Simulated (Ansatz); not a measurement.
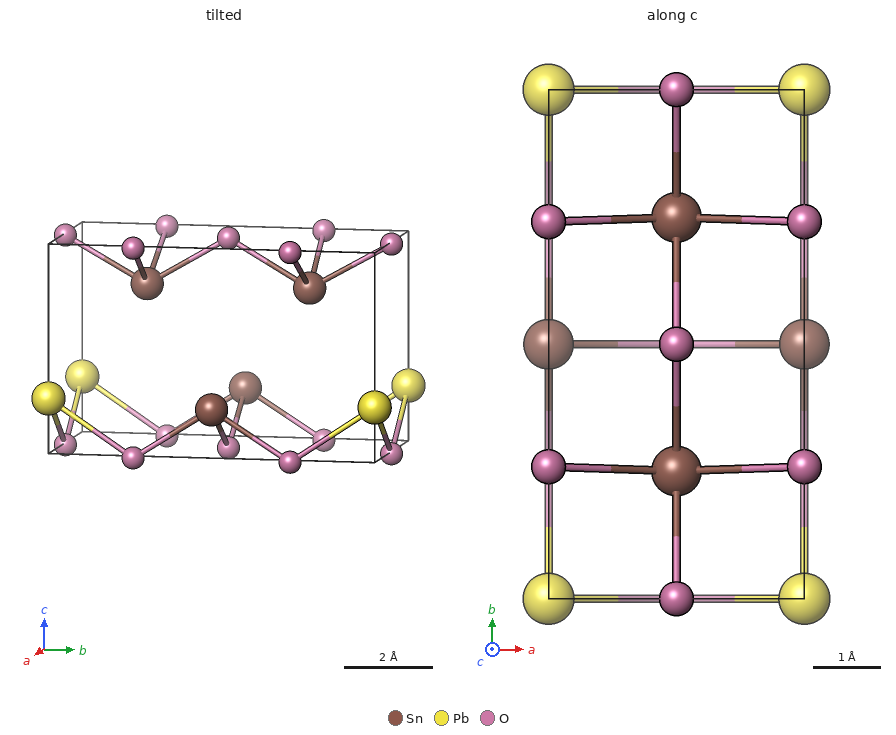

Ball-and-stick drawing of the structure, looking slightly off an axis and along the c axis. Atoms at the boundary of the conventional unit cell (the box) are drawn once for each face, edge or corner they touch.

Sn3PbO4, space group Pmm2 (No. 25), a = 3.842 Å, b = 7.647 Å, c = 4.858 Å, α = 90.00°, β = 90.00°, γ = 90.00°. Starting structure: a structure type filled with these elements by a generator (whether the compound takes this form wasn't checked). Earlier steps of the study, as a rule a relaxation of our own, may have changed the cell and positions, so they can lie some per cent off the listed ones. Ansatz was used for an electronic-structure calculation on it.

This one geometry was computed with Ansatz (DFT, plane waves, PAW) at five levels of theory: PBE, r2SCAN, PBE with spin-orbit coupling, HSE06 and PBE0.

### Which level gives the highest pressure at this volume, and what does that say about its equilibrium volume?

Highest: PBE (5.1 GPa) and PBE with spin-orbit coupling (5.0 GPa), which points to the largest equilibrium volume. Lowest, with the smallest volume: HSE06 (0.7 GPa) and PBE0 (0.7 GPa). Levels within 0.5 GPa of each other can't be told apart.

### How does the band gap change with the level of theory?

PBE with spin-orbit coupling: a gap of 0.10 eV, indirect; PBE: a gap of 0.23 eV, indirect; r2SCAN: a gap of 0.42 eV, indirect; HSE06: a gap of 0.66 eV, indirect; PBE0: a gap of 1.29 eV, indirect.

### Collect the results in a table.

| level | cutoff (eV) | k-mesh of the run's cell | gap (eV) | pressure (GPa) |
| --- | --- | --- | --- | --- |
| PBE | 420 | 6×4×6 | 0.23 | 5.1 |
| r2SCAN | 500 | 6×4×6 | 0.42 | 1.2 |
| PBE with spin-orbit coupling | 420 | 6×4×6 | 0.10 | 5.0 |
| HSE06 | 420 | 4×2×4 | 0.66 | 0.7 |
| PBE0 | 420 | 4×2×4 | 1.29 | 0.7 |

Gaps are taken on the k-mesh or band path of each run.
